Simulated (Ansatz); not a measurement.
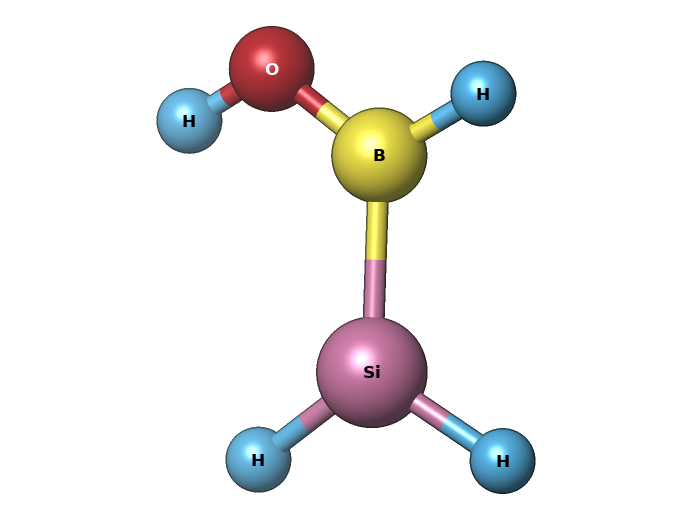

Every bond is drawn as one stick, whatever its order.

The species is neutral and a spin doublet.

Describe the molecule.

It has 7 atoms: 1 boron, 4 hydrogen, 1 oxygen and 1 silicon (BH₄OSi). It is an open-shell species. Coordination, clear cases only: 1 B trigonal planar; 1 O bent.

The parts below concern this one geometry. Atoms keep their numbers from picture to picture. Computed geometry: PBE0-D4/def2-TZVP optimisation. No frequency run is at hand to confirm it as a minimum.

## Charges

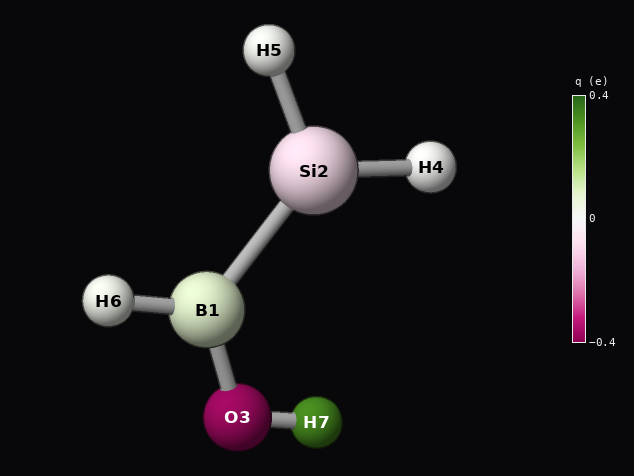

Atoms are coloured by their Mulliken charges. No frequency run is at hand to confirm it as a minimum. Properties computed with UKS PBE0-D4/def2-TZVP (Ansatz 0.2.0).

Give the Mulliken charges atom by atom.

```csv
atom,value (e)
B1,0.08
Si2,−0.07
O3,−0.37
H4,0.00
H5,0.01
H6,0.02
H7,0.33
```

## Dipole moment

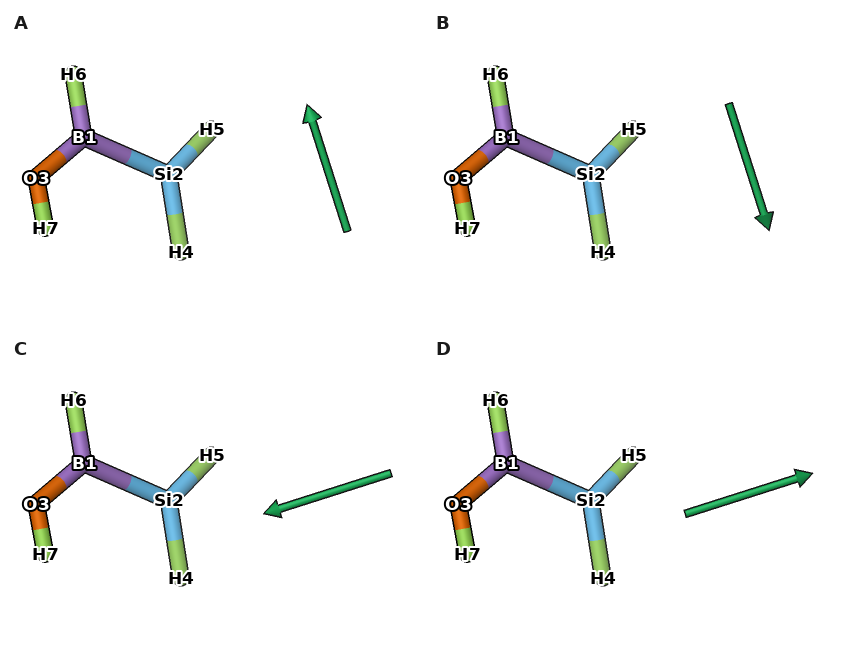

The same molecule four times, each with an arrow. No frequency run is at hand to confirm it as a minimum. Method: UKS PBE0-D4/def2-TZVP (Ansatz 0.2.0).

Which arrow points along the dipole moment, from the negative to the positive end?

B. The dipole moment is 1.52 D; it points from the side of H6 to the side of H4 (the outermost atoms at the two ends).

## Electronic properties

No frequency run is at hand to confirm it as a minimum. Properties computed with UKS PBE0-D4/def2-TZVPP (Ansatz 0.2.0).

Give the HOMO energy (Kohn–Sham orbital) at this level.

−6.00 eV.

Give the ⟨S²⟩ of the determinant at this level.

0.757.

Give the dispersion correction at this level.

−8.6 kJ/mol.

Mulliken values depend strongly on the basis set and can even reverse the polarity of a bond.
